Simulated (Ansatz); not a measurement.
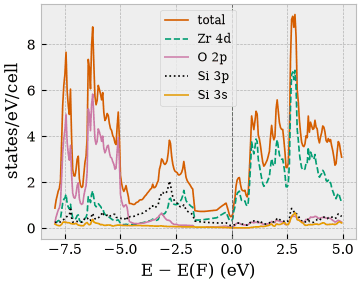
*Total and projected density of states of ZrSiO in space group P4/nmm (No. 129; Zr on 2c, Si on 2a, O on 2c), r²SCAN (plane waves, PAW; program Ansatz)*

Problem. Which orbitals carry the states next to the Fermi level?

Solution. Within 0.5 eV of the Fermi level: Zr 4d 68 %, Si 3p 15 %, O 2p 9 %, outside the projected shells 5 %. Projections are on Löwdin-orthogonalised atomic valence shells; empty p or d shells of many metals are not among them.

Problem. Where is the tallest occupied peak in this window, and what makes it?

Solution. Near -6.2 eV, about 8.8 states/eV per cell; the largest projected share is O 2p.

The first step of the workflow began from a Materials Project structure, measured or hypothetical; the Crystallography Open Database copy checked does not list it. Its standing as an ambient phase is unchecked. The r²SCAN relaxation kept the symmetry of its start; whether a distortion lowers the energy is not shown. No spin polarisation was allowed. Spin–orbit coupling is left out wherever it is not named.

Potentials: the later of the program's two PAW sets.
